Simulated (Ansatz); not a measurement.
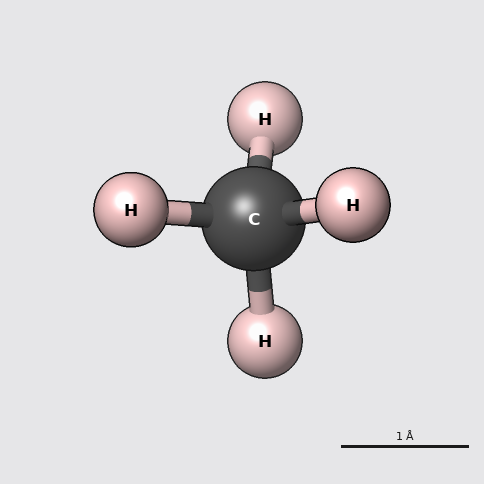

Ball-and-stick drawing of a structure.

The geometry was computed by an optimisation with PBE0-D4/def2-TZVP.

**Which formula does it have?**

CH4, 5 atoms: 1 carbon and 4 hydrogen.

**How many bonds of each kind are drawn?**

4 C–H. Sticks follow a distance rule.

More results for the same structure follow; atom numbers are the same in all pictures, views and colours differ.

## Shape

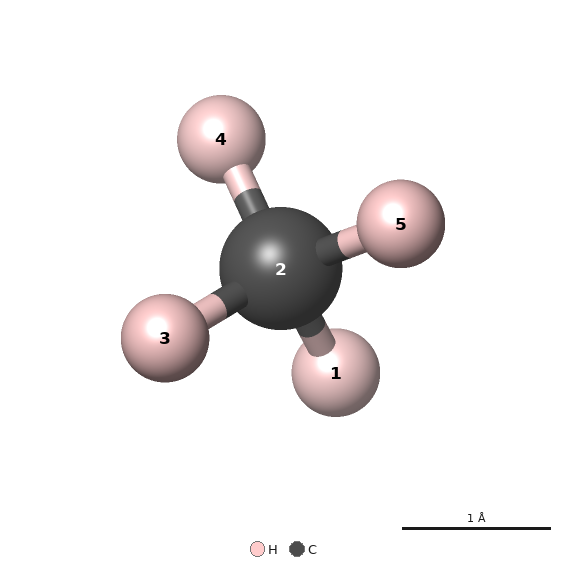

Atoms carry their numbers in the input.

What are the angles H1–C2–H3?

| angle | degrees |
| --- | --- |
| H1–C2–H3 | 109.5 |

## Charges

The questions are on Mulliken charges. Method: RKS PBE0-D4/def2-TZVP (Ansatz 0.2.0).

Give the Mulliken charges atom by atom.

```csv
atom,value (e)
H1,0.13
C2,−0.53
H3,0.13
H4,0.13
H5,0.13
```

## Vibrations

Harmonic vibrations computed with RKS PBE0-D4/def2-TZVP (Ansatz 0.2.0) at a stationary point of the same level.

**List the wavenumbers.**

9 modes: 1326, 1326, 1326, 1551, 1551, 3047, 3168, 3168, 3168 cm⁻¹.

## Electronic properties

Level of theory: RKS PBE0-D4/def2-TZVPP (Ansatz 0.2.0).

Computed properties:

- HOMO energy (Kohn–Sham orbital): −10.98 eV
- LUMO energy (Kohn–Sham orbital): 1.70 eV
- HOMO–LUMO gap: 12.68 eV

Mulliken values depend strongly on the basis set and can even reverse the polarity of a bond.
